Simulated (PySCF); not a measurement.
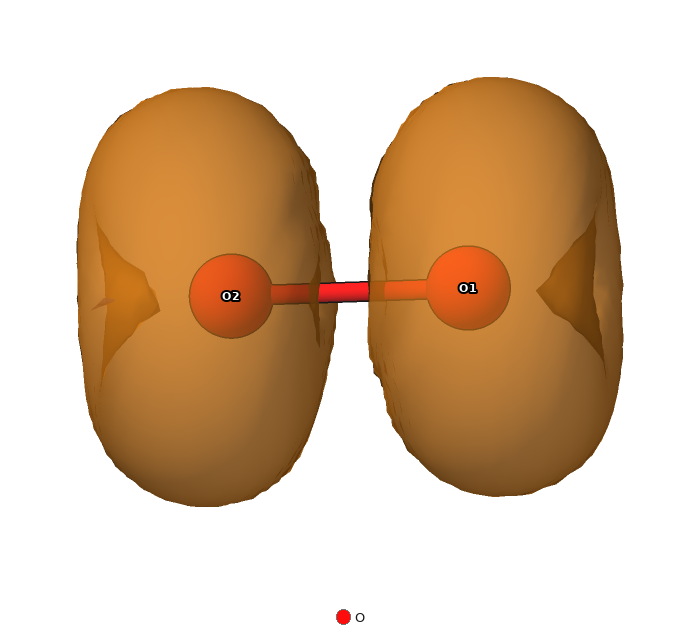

*O₂ (oxygen) (triplet). Isosurfaces of the spin density at +0.04 (orange) and −0.04 e/Å³ (purple), seen from one side.*

Geometry: PBE0-D3(BJ)/ma-def2-SVP.

The calculation used PySCF 2.14.0, density-fitted response routines, DFT single point, gas phase, functional wB97X.

```xyz
2

O     0.5768    0.0887   -0.1423
O    -0.5713   -0.0862    0.1140
```

Describe the spin distribution.

The unpaired spin (2 electrons) lies mostly on O1 (about 1.0) and O2 (about 1.0), in electrons by Hirshfeld's partition.
